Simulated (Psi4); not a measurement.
# HF/def2-SVP run of CH6NPSi (SMILES C1NP[SiH2]1)

What is the vertical ionisation energy of CH6NPSi at HF/def2-SVP? The job is set up through a Python script.

The calculation is run with Psi4 1.11.

2 further runs of the same task are left out: 2 set aside as unsound or not needed.

### Step 1. The structure to begin with

CH6NPSi: 10 atoms, total charge 0, spin state singlet. SMILES: `C1NP[SiH2]1`. The shape is that of a PBE0-D4/def2-TZVP optimisation.

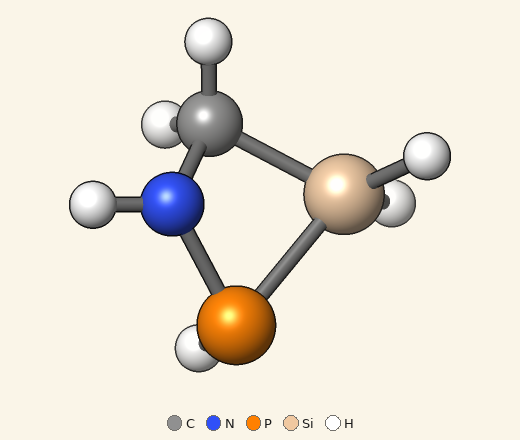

The structure, seen from a chosen angle (carbon grey, nitrogen blue, phosphorus orange, silicon light orange, hydrogen white).

### Step 2. Energy and forces at HF/def2-SVP

ch6npsi.xyz

```xyz
10
CH6NPSi
C     -0.518900     0.753700    -0.280300
N      0.388700     0.867200     0.865200
P      0.973900    -0.716000     1.275900
Si     0.382300    -0.797300    -0.907400
H     -0.525900     1.647300    -0.910700
H     -1.554200     0.512400     0.003600
H      0.126500     1.500500     1.609100
H     -0.253100    -1.393600     1.631500
H      1.493100    -0.499900    -1.848100
H     -0.429200    -1.925500    -1.435800
```

job.py

```python
import psi4

psi4.set_memory(1600000000)
psi4.set_num_threads(1)
psi4.core.set_output_file('output.dat', False)

with open('ch6npsi.xyz') as f:
    atoms = ''.join(f.readlines()[2:])
m = psi4.geometry('0 1\n' + atoms + 'symmetry c1')

psi4.set_options({
    'basis': 'def2-SVP',
    'puream': True,
    'e_convergence': 1e-09,
    'd_convergence': 1e-08,
    'scf_type': 'pk',
})

e, wfn = psi4.gradient('scf', return_wfn=True)
psi4.oeprop(wfn, 'MAYER_INDICES', 'MULLIKEN_CHARGES', 'LOWDIN_CHARGES', title='SCF')
print('gradient / Eh bohr^-1')
print(e.np.round(6))
print(f'energy = {wfn.energy():.10f} Eh')
```

The run is started by

```console
python job.py
```

output.dat (excerpt; [...] marks lines left out):

```text
[...]
  Running in c1 symmetry.
[...]
  Nuclear repulsion =  222.369200712179634
[...]
  Multiplicity = 1
[...]
  Nalpha       = 24
  Nbeta        = 24
[...]
    Number of basis functions: 94
[...]
   @RHF iter   1:  -725.08775772708361   -2.45007e-01   3.77121e-03 DIIS/ADIIS
[...]
   @RHF iter  12:  -725.17621993242938   -3.41061e-12   4.86011e-09 DIIS
[...]
    Orbital Energies [Eh]
    ---------------------
    Doubly Occupied:
       1A    -79.918508     2A    -68.760441     3A    -15.552306
       4A    -11.251557     5A     -7.486842     6A     -6.133764
       7A     -5.385452     8A     -5.384585     9A     -5.383736
      10A     -4.243817    11A     -4.243089    12A     -4.242942
      13A     -1.181364    14A     -0.889452    15A     -0.825229
      16A     -0.671059    17A     -0.649997    18A     -0.601934
      19A     -0.555961    20A     -0.485459    21A     -0.447866
      22A     -0.437080    23A     -0.376888    24A     -0.345322
[...]
  @RHF Final Energy:  -725.17621993242938
   => Energetics <=
    Nuclear Repulsion Energy =            222.3692007121796337
    One-Electron Energy =               -1444.1815426695750375
    Two-Electron Energy =                 496.6361220249659141
    Total Energy =                       -725.1762199324293761
[...]
 Multipole Moments:
 ------------------------------------------------------------------------------------
     Multipole            Electronic (a.u.)      Nuclear  (a.u.)        Total (a.u.)
 ------------------------------------------------------------------------------------
 L = 1.  Multiply by 2.5417464519 to convert [e a0] to [Debye]
 Dipole X            :          3.3401171           -3.9807210           -0.6406039
 Dipole Y            :         -1.6136002            1.7075169            0.0939167
 Dipole Z            :          2.9783083           -3.2253766           -0.2470683
 Magnitude           :                                                    0.6929910
[...]
  -Total Gradient:
     Atom            X                  Y                   Z
    ------   -----------------  -----------------  -----------------
       1        0.000804204560    -0.002218128645    -0.000334966392
       2        0.006353927064    -0.005617759509    -0.006766526362
       3        0.002953719791     0.006101496680    -0.003070564732
       4       -0.003440410324     0.003196766258     0.009217710028
       5        0.000485846276     0.000703125777    -0.000856087126
       6       -0.000984126936    -0.001907249209    -0.000179201601
       7       -0.002201496327     0.003142008364     0.005699482612
       8       -0.004490951370    -0.002834654038    -0.001726244775
       9        0.002081194444     0.000977434756    -0.000817641691
      10       -0.001561907181    -0.001543040435    -0.001165959959
[...]
  Mulliken Charges: (a.u.)
   Center  Symbol    Alpha    Beta     Spin     Total
       1     C     3.04843  3.04843  0.00000 -0.09687
       2     N     3.81330  3.81330  0.00000 -0.62659
       3     P     7.41266  7.41266  0.00000  0.17468
       4    SI     6.69422  6.69422  0.00000  0.61156
       5     H     0.46923  0.46923  0.00000  0.06154
       6     H     0.47560  0.47560  0.00000  0.04879
       7     H     0.42327  0.42327  0.00000  0.15345
       8     H     0.53518  0.53518  0.00000 -0.07037
       9     H     0.56036  0.56036  0.00000 -0.12072
      10     H     0.56774  0.56774  0.00000 -0.13549
[...]
```

Standard output:

```text
gradient / Eh bohr^-1
[[ 0.000804 -0.002218 -0.000335]
 [ 0.006354 -0.005618 -0.006767]
 [ 0.002954  0.006101 -0.003071]
 [-0.00344   0.003197  0.009218]
 [ 0.000486  0.000703 -0.000856]
 [-0.000984 -0.001907 -0.000179]
 [-0.002201  0.003142  0.005699]
 [-0.004491 -0.002835 -0.001726]
 [ 0.002081  0.000977 -0.000818]
 [-0.001562 -0.001543 -0.001166]]
energy = -725.1762199324 Eh
```

Run time: 6.6 s. Hardware: 1 thread of Intel Xeon Platinum 8488C (Sapphire Rapids), shared host; peak memory 0.33 GiB.

### Step 3. The doublet cation: a single-point energy at UHF/def2-SVP

ch6npsi.py

```python
import psi4

psi4.set_memory(1600000000)
psi4.set_num_threads(1)
psi4.set_output_file('psi4.out', False)

mol = psi4.geometry("""
1 2
C     -0.98057889     1.42428658    -0.52969023
N      0.73453654     1.63877050     1.63499104
P      1.84040427    -1.35304391     2.41110156
Si     0.72244230    -1.50667864    -1.71473749
H     -0.99380697     3.11294585    -1.72097358
H     -2.93701234     0.96829567     0.00680301
H      0.23905035     2.83553405     3.04075831
H     -0.47828968    -2.63352233     3.08308817
H      2.82155008    -0.94467409    -3.49240285
H     -0.81107045    -3.63866765    -2.71326877
units bohr
symmetry c1
""")

psi4.set_options({
    'basis': 'def2-SVP',
    'reference': 'uhf',
    'puream': True,
    'e_convergence': 1e-09,
    'd_convergence': 1e-08,
    'scf_type': 'pk',
    'maxiter': 100,
})

e_tot, wfn = psi4.energy("scf", return_wfn=True)
psi4.oeprop(wfn, "LOWDIN_CHARGES", "MAYER_INDICES", "MULLIKEN_CHARGES")
print(f'total energy {e_tot:.8f} hartree = {e_tot * 27.211386:.5f} eV')
```

The run is started by

```console
python ch6npsi.py
```

psi4.out (excerpt; [...] marks lines left out):

```text
[...]
  Running in c1 symmetry.
[...]
  Nuclear repulsion =  222.369200693256801
[...]
  Multiplicity = 2
[...]
  Nalpha       = 24
  Nbeta        = 23
[...]
    Number of basis functions: 94
[...]
   @UHF iter   1:  -724.76909414082888    7.36566e-02   3.71473e-03 ADIIS/DIIS
[...]
   @UHF iter  21:  -724.87477424388453   -4.54747e-12   5.82864e-09 DIIS
[...]
   @S^2 Observed:                7.606968916E-01
[...]
  @UHF Final Energy:  -724.87477424388453
   => Energetics <=
    Nuclear Repulsion Energy =            222.3692006932568006
    One-Electron Energy =               -1432.9620938172529350
    Two-Electron Energy =                 485.7181188801116605
    Total Energy =                       -724.8747742438845307
  UHF NO Occupations:
  HONO-2 :   22  A 1.9990194
  HONO-1 :   23  A 1.9963708
[...]
 Multipole Moments:
 ------------------------------------------------------------------------------------
     Multipole            Electronic (a.u.)      Nuclear  (a.u.)        Total (a.u.)
 ------------------------------------------------------------------------------------
 L = 1.  Multiply by 2.5417464519 to convert [e a0] to [Debye]
 Dipole X            :          3.7796777           -3.9807210           -0.2010433
 Dipole Y            :         -2.1319410            1.7075169           -0.4244240
 Dipole Z            :          3.8482081           -3.2253766            0.6228315
 Magnitude           :                                                    0.7800469
[...]
  Mulliken Charges: (a.u.)
   Center  Symbol    Alpha    Beta     Spin     Total
       1     C     3.08999  3.03728  0.05271 -0.12727
       2     N     3.81886  3.77530  0.04356 -0.59416
       3     P     7.63645  6.84837  0.78809  0.51518
       4    SI     6.69217  6.62930  0.06286  0.67853
       5     H     0.43059  0.42249  0.00810  0.14693
       6     H     0.44212  0.43703  0.00509  0.12085
       7     H     0.39282  0.39729 -0.00447  0.20989
       8     H     0.47941  0.43254  0.04687  0.08805
       9     H     0.50322  0.51066 -0.00744 -0.01388
      10     H     0.51438  0.50974  0.00464 -0.02412
[...]
```

On the terminal:

```text
total energy -724.87477424 hartree = -19724.84728 eV
```

It took 4.2 s on 1 thread of Intel Xeon Platinum 8488C (Sapphire Rapids), shared host; peak memory 0.34 GiB.

### Step 4. What came out

Level: HF/def2-SVP.

```
                                          quantity          value
                     singlet CH6NPSi: total energy  -725.17622 Eh
                    singlet CH6NPSi: dipole moment         1.76 D
                      singlet CH6NPSi: HOMO energy       -9.40 eV
                      singlet CH6NPSi: LUMO energy        3.50 eV
                    singlet CH6NPSi: HOMO–LUMO gap       12.90 eV
         singlet CH6NPSi: largest force on an atom     0.558 eV/Å
                      doublet cation: total energy  -724.87477 Eh
doublet cation: HOMO energy (highest over α and β)      -15.86 eV
 doublet cation: LUMO energy (lowest over α and β)       -7.04 eV
                              doublet cation: ⟨S²⟩          0.761
vertical ionisation energy (to the doublet cation)       8.203 eV
```

**Reading.** Removing an electron at fixed nuclei costs 8.20 eV (791 kJ/mol). The largest force (singlet CH6NPSi) is 0.56 eV/Å: the shape isn't a stationary point for this species at this level. −ε(HOMO) before ionisation, 9.40 eV, is 1.19 eV above this ionisation energy. Mulliken charges (singlet CH6NPSi) run from -0.63 on N2 to +0.61 on Si4. Mulliken charges (doublet cation) run from -0.59 on N2 to +0.68 on Si4.
